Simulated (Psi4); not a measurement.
**SO2F2 (SMILES O=S(=O)(F)F): MP3/6-311+G(d,p)**

What is the vertical electron affinity of SO2F2 at MP3/6-311+G**? 

The calculation is run with Psi4 1.11.

2 further runs of the same task are left out: 2 set aside as unsound or not needed.

## (1) Starting point

SO2F2: 5 atoms, total charge 0, spin state singlet. SMILES: `O=S(=O)(F)F`. The shape is that of a PBE0-D4/def2-TZVP optimisation.

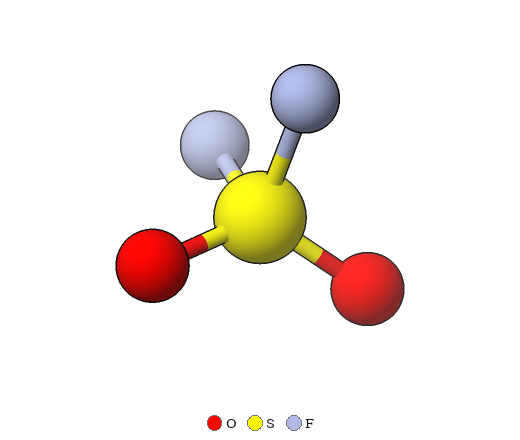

Viewed from a chosen angle; oxygen red, sulfur yellow, fluorine light blue.

## (2) The energy at MP3/6-311+G(d,p)

The input, run_ase.py:

```python
import numpy as np
from ase.calculators.psi4 import Psi4
from ase import Atoms

a = Atoms(['O', 'S', 'O', 'F', 'F'], positions=[
    [-0.388200, -0.151100, 1.421700],
    [0.070900, -0.096900, 0.095900],
    [1.129600, -0.862200, -0.418700],
    [-1.140900, -0.267600, -0.837400],
    [0.328600, 1.377800, -0.261400],
])
calc = Psi4(atoms=a, method='mp3', basis='6-311+G**', memory='1600MB', num_threads=1, charge=0, multiplicity=1, label='f2o2s')
calc.psi4.set_options({'puream': True, 'e_convergence': 1e-09, 'd_convergence': 1e-08, 'scf_type': 'pk', 'num_frozen_docc': 9, 'mp_type': 'conv'})
a.calc = calc

print(f'energy: {a.get_potential_energy():.6f} eV')
```

On the command line:

```bash
python run_ase.py
```

f2o2s.dat, cut to the lines that bear on the results:

```text
[...]
  Running in c1 symmetry.
[...]
  Nuclear repulsion =  291.836081150759412
[...]
  Multiplicity = 1
[...]
  Nalpha       = 25
  Nbeta        = 25
[...]
    Number of basis functions: 118
[...]
   @RHF iter   1:  -745.89258060733755    5.87901e-01   6.91110e-03 ADIIS/DIIS
[...]
   @RHF iter  11:  -746.13018923800610   -1.93268e-11   8.25490e-09 DIIS
[...]
    Orbital Energies [Eh]
    ---------------------
    Doubly Occupied:
       1A    -92.354921     2A    -26.422229     3A    -26.422201
       4A    -20.641646     5A    -20.641613     6A     -9.322033
       7A     -7.008336     8A     -7.007765     9A     -7.006930
      10A     -1.799333    11A     -1.724809    12A     -1.544233
      13A     -1.464042    14A     -1.006353    15A     -0.899466
      16A     -0.840784    17A     -0.835311    18A     -0.783679
      19A     -0.766865    20A     -0.743249    21A     -0.696545
      22A     -0.635219    23A     -0.623081    24A     -0.576138
      25A     -0.560156
[...]
  @RHF Final Energy:  -746.13018923800610
   => Energetics <=
    Nuclear Repulsion Energy =            291.8360811507594121
    One-Electron Energy =               -1611.2786644480349878
    Two-Electron Energy =                 573.3123940592695362
    Total Energy =                       -746.1301892380060963
[...]
 Multipole Moments:
 ------------------------------------------------------------------------------------
     Multipole            Electronic (a.u.)      Nuclear  (a.u.)        Total (a.u.)
 ------------------------------------------------------------------------------------
 L = 1.  Multiply by 2.5417464519 to convert [e a0] to [Debye]
 Dipole X            :         -0.9453025            0.7479968           -0.1973057
 Dipole Y            :          1.2919181           -1.0223140            0.2696041
 Dipole Z            :         -1.2789526            1.0118444           -0.2671082
 Magnitude           :                                                    0.4277414
[...]
	SCS-MP2 Total Energy (a.u.)        :  -747.05033618947812
	SOS-MP2 Total Energy (a.u.)        :  -747.02974883806041
[...]
	SOS-PI-MP2 Total Energy (a.u.)     :  -747.09894573037229
[...]
	MP2 Total Energy (a.u.)            :  -747.09151089231364
[...]
	SCS-MP3 Total Energy (a.u.)        :  -747.04361420586940
[...]
	MP3 Total Energy (a.u.)            :  -747.06462295787878
[...]
```

Standard output:

```text
energy: -20328.663840 eV
```

Run time: 64 s. Hardware: 1 thread of Intel Xeon at 2.50GHz (Skylake/Cascade Lake), shared host; peak memory 1.4 GiB.

## (3) The doublet anion

The input, f2o2s.xyz:

```xyz
5
F2O2S
O     -0.388200    -0.151100     1.421700
S      0.070900    -0.096900     0.095900
O      1.129600    -0.862200    -0.418700
F     -1.140900    -0.267600    -0.837400
F      0.328600     1.377800    -0.261400
```

The input, calc.py:

```python
import psi4

psi4.set_memory('1600 MB')
psi4.set_num_threads(1)
psi4.core.set_output_file('output.dat', False)

with open('f2o2s.xyz') as f:
    atoms = ''.join(f.readlines()[2:])
mol = psi4.geometry('-1 2\n' + atoms + 'symmetry c1')

psi4.set_options({
    'basis': '6-311+G**',
    'reference': 'uhf',
    'puream': True,
    'e_convergence': 1e-09,
    'd_convergence': 1e-08,
    'scf_type': 'pk',
    'num_frozen_docc': 9,
    'maxiter': 100,
    'mp_type': 'conv',
})

E = psi4.energy('mp3')
print(f'mp3 energy: {E:.10f} Eh')
```

On the command line:

```bash
python calc.py
```

output.dat, cut to the lines that bear on the results:

```text
[...]
  Running in c1 symmetry.
[...]
  Nuclear repulsion =  291.836081150759412
[...]
  Multiplicity = 2
[...]
  Nalpha       = 26
  Nbeta        = 25
[...]
    Number of basis functions: 118
[...]
   @UHF iter   1:  -745.82382583859305    6.56656e-01   6.70281e-03 DIIS/ADIIS
[...]
   @UHF iter  18:  -746.06987452163321   -1.25056e-11   6.60508e-09 DIIS
[...]
   @S^2 Observed:                7.510435850E-01
[...]
  @UHF Final Energy:  -746.06987452163321
   => Energetics <=
    Nuclear Repulsion Energy =            291.8360811507594121
    One-Electron Energy =               -1620.0803728617738670
    Two-Electron Energy =                 582.1744171893813018
    Total Energy =                       -746.0698745216332100
  UHF NO Occupations:
  HONO-2 :   24  A 1.9998884
  HONO-1 :   25  A 1.9997736
[...]
 Multipole Moments:
 ------------------------------------------------------------------------------------
     Multipole            Electronic (a.u.)      Nuclear  (a.u.)        Total (a.u.)
 ------------------------------------------------------------------------------------
 L = 1.  Multiply by 2.5417464519 to convert [e a0] to [Debye]
 Dipole X            :         -0.8152855            0.7479968           -0.0672887
 Dipole Y            :          1.1145650           -1.0223140            0.0922510
 Dipole Z            :         -1.1025697            1.0118444           -0.0907253
 Magnitude           :                                                    0.1458393
[...]
	SCS-MP2 Total Energy (a.u.)        :  -747.00308931780035
	SOS-MP2 Total Energy (a.u.)        :  -746.98037626414157
[...]
	SOS-PI-MP2 Total Energy (a.u.)     :  -747.05041485971913
[...]
	MP2 Total Energy (a.u.)            :  -747.04851542511813
[...]
	SCS-MP3 Total Energy (a.u.)        :  -746.99556889510654
[...]
	MP3 Total Energy (a.u.)            :  -747.01843373434315
[...]
```

On the terminal:

```text
mp3 energy: -747.0184337343 Eh
```

Wall time 1.9 min (1 thread of Intel Xeon at 2.50GHz (Skylake/Cascade Lake), shared host); peak memory 1.4 GiB.

## (4) Results

At MP3/6-311+G**, 9 core orbitals frozen:

| quantity | value |
| --- | --- |
| singlet SO2F2: total energy | -747.06462 Eh |
| singlet SO2F2: HOMO energy (Hartree–Fock orbitals) | -15.24 eV |
| singlet SO2F2: LUMO energy (Hartree–Fock orbitals) | 1.68 eV |
| singlet SO2F2: HOMO–LUMO gap (Hartree–Fock orbitals) | 16.92 eV |
| singlet SO2F2: correlation energy (9 core orbitals frozen) | -934.4 mEh |
| doublet anion: total energy | -747.01843 Eh |
| doublet anion: HOMO energy (Hartree–Fock orbitals) (highest over α and β) | 1.60 eV |
| doublet anion: LUMO energy (Hartree–Fock orbitals) (lowest over α and β) | 5.36 eV |
| doublet anion: correlation energy (9 core orbitals frozen) | -948.6 mEh |
| doublet anion: ⟨S²⟩ of the reference determinant | 0.751 |
| vertical electron affinity (to the doublet anion) | -1.257 eV |

In words: The anion lies 1.26 eV (121 kJ/mol) above the neutral: the electron isn't bound at this level, and such a value depends on the basis. The HOMO (doublet anion) lies at positive energy, 1.60 eV: the electron is unbound at this level or held by a compact basis; values depend on the basis.
